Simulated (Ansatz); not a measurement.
# SnSe (SMILES [Se][Sn]): CCSD/STO-3G

Aim: the vertical ionisation energy of SnSe at CCSD/STO-3G, from 2 runs. 

The calculation is run with Ansatz 0.2.0.

53 further runs of the same task are left out: 14 that didn't finish, 39 set aside as unsound or not needed.

## (1) Starting point

The species is SnSe (2 atoms), meant as a singlet with charge 0. As SMILES, `[Se][Sn]`. The shape comes from GFN2-xTB, which is rough for such elements, and wasn't checked as a minimum.

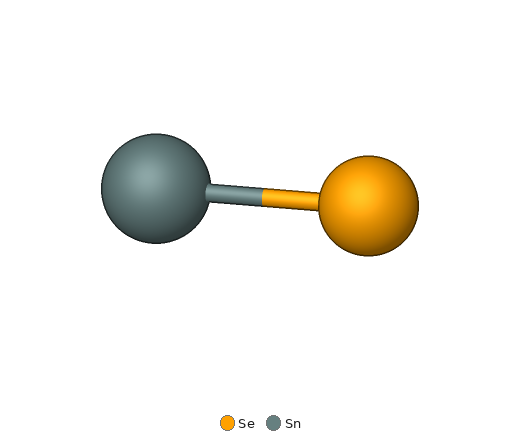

The structure, seen from a chosen angle (selenium orange, tin teal).

## (2) The energy at CCSD/STO-3G

input.yaml reads:

```yaml
basis:
  gaussian:
    orbitals: STO-3G
crystal:
  periodic: [false, false, false]
  atoms:
    - {symbol: Se, position_ang: [0.000000, 0.000000, 0.000000]}
    - {symbol: Sn, position_ang: [0.000000, 0.000000, 2.338340]}
correlation:
  method: ccsd
  frozen_orbitals: {Se: 9, Sn: 18}
accuracy: high
scf:
  omitted_lower_state_checks: [cluster_reference, increment]
```

Started as:

```bash
$ ansatz run input.yaml --threads 1 --pin off --max-ram 2610MiB --events-out events.jsonl --progress --plain --runs-dir runs
```

What it wrote, shortened:

```text
Warning: RAYON_NUM_THREADS=1 ignored (pool sized by the plan → 1); use --threads N
Functional definition: HF
  name "HF"
[...]
711 factors; integrals over basis functions are off by at most 1.0e-8 eV
[...]
mean field -226857.76509085 eV, -8336.8690973725 hartree, gradient 2.8e-8 eV, S^2 0.000000; 0 other end points of the search recorded, 0 dependent functions left out
27 core orbitals not correlated: weight in the atoms' cores, before any rotation towards them, 1.000 or more for the frozen orbitals, at most 0.000 for the correlated occupied ones
reference -226857.76509085 eV, -8336.8690973725 hartree; 15, 15 occupied and 3, 3 virtual orbitals, 711 factors
second order -1.86262596 eV of doubles, -0.00000000 eV of singles
cycle   1  -1.72171684 eV  change    1.4e-1 eV  update   1.7e-1
[...]
cycle  18  -1.99608733 eV  change   -2.3e-9 eV  update   2.3e-9
Total energy: -226859.76117817 eV, -8336.9424522288 hartree
Checks for a lower state left out: cluster_reference, increment
```

It took 1.2 s on 1 thread of Arm Neoverse V1, shared host; peak memory 0.11 GiB.

## (3) The doublet cation, same level

molecule.yaml reads:

```yaml
crystal:
  periodic: [false, false, false]
  atoms:
    - {symbol: Se, position_ang: [0.000000, 0.000000, 0.000000]}
    - {symbol: Sn, position_ang: [0.000000, 0.000000, 2.338340]}
basis:
  gaussian: {orbitals: STO-3G}
correlation: {method: ccsd, frozen_orbitals: {Se: 9, Sn: 18}}
accuracy: high
magnetization: {spin_polarized: true, initial_magnetization: 1}
total_charge: 1
scf: {omitted_lower_state_checks: [cluster_reference, increment]}
```

Started as:

```bash
$ ansatz run molecule.yaml --threads 1 --pin off --max-ram 2610MiB --events-out events.jsonl --progress --plain --runs-dir runs
```

What it wrote, shortened:

```text
Warning: RAYON_NUM_THREADS=1 ignored (pool sized by the plan → 1); use --threads N
[... 2 set-up lines as earlier in the session ...]
[...]
711 factors; integrals over basis functions are off by at most 1.0e-8 eV
[...]
mean field -226852.85754009 eV, -8336.6887482087 hartree, gradient 9.5e-8 eV, S^2 0.970896; 18 other end points of the search recorded, 0 dependent functions left out
27 core orbitals not correlated: weight in the atoms' cores, before any rotation towards them, 1.000 or more for the frozen orbitals, at most 0.000 for the correlated occupied ones
reference -226852.85754009 eV, -8336.6887482087 hartree; 15, 14 occupied and 3, 4 virtual orbitals, 711 factors
second order -0.89533638 eV of doubles, -0.00000000 eV of singles
cycle   1  -1.06851647 eV  change   -1.7e-1 eV  update   9.1e-2
[...]
cycle  46  -1.36753715 eV  change   3.6e-10 eV  update   1.3e-9
Total energy: -226854.22507724 eV, -8336.7390042719 hartree
Checks for a lower state left out: cluster_reference, increment
```

Wall time 22 s (1 thread of Arm Neoverse V1, shared host); peak memory 0.17 GiB.

## (4) What came out

Level: CCSD/STO-3G, 27 core orbitals frozen.

| quantity | value |
| --- | --- |
| singlet SnSe: total energy | -8336.94245 Eh |
| singlet SnSe: correlation energy (27 core orbitals frozen) | -73.4 mEh |
| singlet SnSe: T1 diagnostic | 0.024 |
| doublet cation: total energy | -8336.73900 Eh |
| doublet cation: correlation energy (27 core orbitals frozen) | -50.3 mEh |
| doublet cation: ⟨S²⟩ of the reference determinant | 0.971 |
| doublet cation: T1 diagnostic | 0.058 |
| vertical ionisation energy (to the doublet cation) | 5.536 eV |

The vertical ionisation energy comes to 5.54 eV (534 kJ/mol). In a minimal basis such a difference can be off by several eV, whatever the method. The T1 diagnostic (singlet SnSe) of 0.024 is above the customary mark for such species, so a single reference may not serve. Relativity is left out (singlet SnSe) although the molecule holds a heavy atom. ⟨S²⟩ (doublet cation) is 0.97 where a pure doublet has 0.75: the reference is spin-contaminated. The T1 diagnostic (doublet cation) of 0.058 is above the customary mark for such species, so a single reference may not serve.
